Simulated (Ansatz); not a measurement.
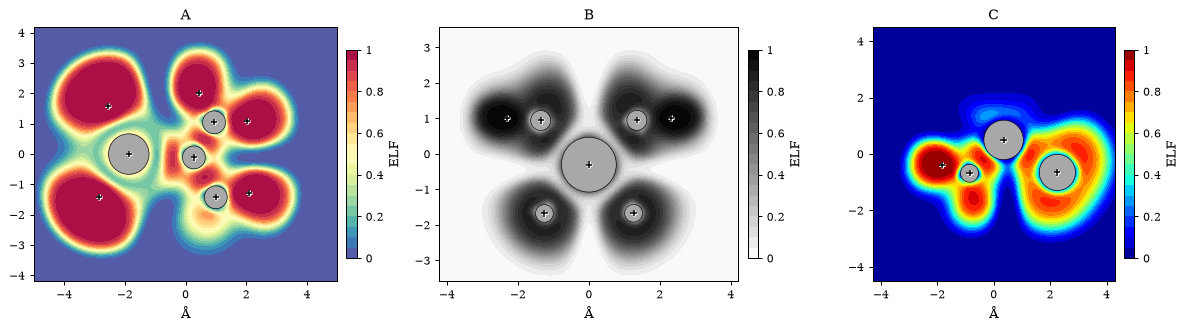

The electron localisation function of 3 systems, each on a plane through atoms (crosses mark nuclei in the plane; grey discs cover the cores).

The calculation used Ansatz 0.2.0, RKS PBE0-D4/def2-TZVPP.

System 1: C$_{3}$H$_{7}$In, the plane of atoms C1, C2 and In4. Geometry: PBE0-D4/def2-TZVP; core potentials replace the inner electrons of In.

```xyz
11

C     0.1867    1.4713    0.4115
C    -0.0111    0.1818    0.1348
C    -0.6414   -0.7408    1.1321
In    0.6151   -0.5042   -1.8023
H     0.6415    2.1590   -0.2956
H    -0.1029    1.9000    1.3729
H    -1.5565   -1.1914    0.7351
H    -0.8955   -0.2211    2.0624
H     0.0240   -1.5737    1.3803
H     1.3266    0.6711   -2.8499
H     0.4135   -2.1520   -2.2812
```

System 2: F$_{4}$H$_{2}$O$_{2}$W, the plane of atoms W2, O1 and H8. Geometry: PBE0-D4/def2-TZVP; core potentials replace the inner electrons of W.

```xyz
9

O    -0.8407   -1.4595    0.0897
W    -0.0391    0.1796   -0.1573
O     1.1674   -0.0298    1.2172
F    -1.1935    0.5350   -1.5734
F     0.6670    1.8609   -0.5299
F    -1.2635    1.0222    0.9556
F     1.1532   -0.5147   -1.3999
H    -1.5375   -2.0135   -0.2644
H     1.8866    0.4198    1.6625
```

System 3: Br$_{2}$H$_{4}$N$_{2}$Si (SMILES N[Si](N)(Br)Br), the plane of atoms N3, Si2 and Br5. Geometry: PBE0-D4/def2-TZVP.

```xyz
9

N    -0.0111    1.3748   -0.5367
Si    0.3140   -0.2484   -0.1951
N    -0.7379   -0.7707    1.0207
Br    2.4902   -0.2933    0.2761
Br    0.0120   -1.7016   -1.8556
H    -0.9482    1.6540   -0.7809
H     0.6892    1.9526   -0.9711
H    -0.7850   -0.2628    1.8899
H    -0.9346   -1.7511    1.1355
```

**Match each panel to its system.**

Panel A is system 1, C$_{3}$H$_{7}$In: the plane holds C, In and H. C–C (1.33 Å): the ELF peaks at about 0.95 between the atoms (a short, multiple covalent bond). Panel B is system 2, F$_{4}$H$_{2}$O$_{2}$W: the plane holds O, W, F and H. W–O (1.84 Å): the ELF peaks at about 0.80 in the valence shell of O, 0.5 Å from its nucleus, and drops to about 0.25 between the two atoms. Panel C is system 3, Br$_{2}$H$_{4}$N$_{2}$Si: the plane holds Si, N, Br and H. Si–N (1.69 Å): the ELF peaks at about 0.90 between the atoms: a polar covalent bond.
